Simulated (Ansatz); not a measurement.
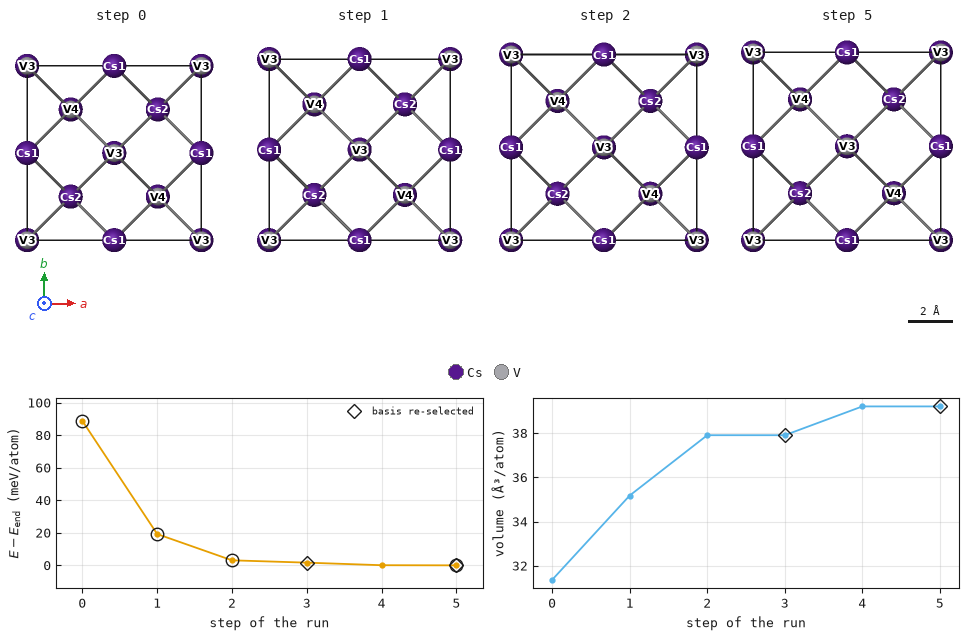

Frames of a relaxation of solid CsV (built on the NaTl (B32)_227 type) (coarse preliminary run), marked on the history of the run. A ball-and-stick model of the conventional cell (4 times the calculation's cell), seen along the c axis. Lengths and directions refer to the drawn axes.

Case: NaTl (B32) type (Fd-3m, No. 227).

All numbers below come from Ansatz 0.2.0, DFT PBE, scalar-relativistic, plane waves, PAW.

Input
```yaml
crystal:
  lattice:
    - [0.0, 3.9734055371, 3.9734055371]
    - [3.9734055371, 0.0, 3.9734055371]
    - [3.9734055371, 3.9734055371, 0.0]
  atoms:
    - { symbol: Cs, position: [0.5, 0.5, 0.5], spin: 0.14 }
    - { symbol: Cs, position: [0.75, 0.75, 0.75], spin: 0.14 }
    - { symbol: V, position: [0.0, 0.0, 0.0], spin: 3.72 }
    - { symbol: V, position: [0.25, 0.25, 0.25], spin: 3.72 }
basis:
  ecutwfc: 420
kpoints:
  mp_grid: { grid: [4, 4, 4] }
hamiltonian:
  xc: pbe
scf:
  occupations: { method: gaussian, width: 0.1 }
  lower_state_search: "off"
output:
  forces: true
  stress: true
  eigenvalues: true
  populations: true
magnetization:
  spin_polarized: true
relax:
  adjacent_minimum: "off"
  f_tol: 0.04
  max_steps: 70
  cell: { stress_tol: 0.4 }
```

Launched with:
```bash
ansatz run input.yaml --threads 1 --pin off --max-ram 2560MiB --backend cpu --events-out ev --progress --plain --runs-dir out
```

Describe the path.

Answer. The energy falls by 88.8 meV per atom in 3 accepted moves (5 points after the start). All forces vanish by symmetry, so only the cell relaxes. Pressure: 4.43 GPa at the start and −0.01 GPa at the end. At 2 points the geometry stayed and the basis and grid were re-selected for the new cell (energy shift of 1.4 meV per atom at most each time). No atom moves by more than 0.005 Å relative to the cell. The volume changes by +25.0 %, with a = b = c 7.947 → 8.561 Å (+7.7 %). Some distances before and after: Cs1–V4 3.441 → 3.707 Å, V3–V4 3.441 → 3.707 Å, Cs1–Cs2 3.441 → 3.707 Å. The space group stays Fd-3m (No. 227). From step 0 to 1: volume +12.2 %, energy −69.6 meV per atom. From step 1 to 2: volume +7.8 %, energy −16.2 meV per atom. From step 2 to 5: volume +3.4 %, energy −3.1 meV per atom.

```json
{"step": "0", "E − E(0), meV/atom": "0.00", "pressure, GPa": "4.43", "volume, Å³/atom": "31.366", "note": ""}
{"step": "1", "E − E(0), meV/atom": "-69.60", "pressure, GPa": "1.65", "volume, Å³/atom": "35.179", "note": ""}
{"step": "2", "E − E(0), meV/atom": "-85.75", "pressure, GPa": "0.34", "volume, Å³/atom": "37.907", "note": ""}
{"step": "3", "E − E(0), meV/atom": "-87.18", "pressure, GPa": "0.43", "volume, Å³/atom": "37.907", "note": "same geometry, new basis"}
{"step": "4", "E − E(0), meV/atom": "-88.76", "pressure, GPa": "0.00", "volume, Å³/atom": "39.209", "note": ""}
{"step": "5", "E − E(0), meV/atom": "-88.85", "pressure, GPa": "-0.01", "volume, Å³/atom": "39.209", "note": "same geometry, new basis"}
```
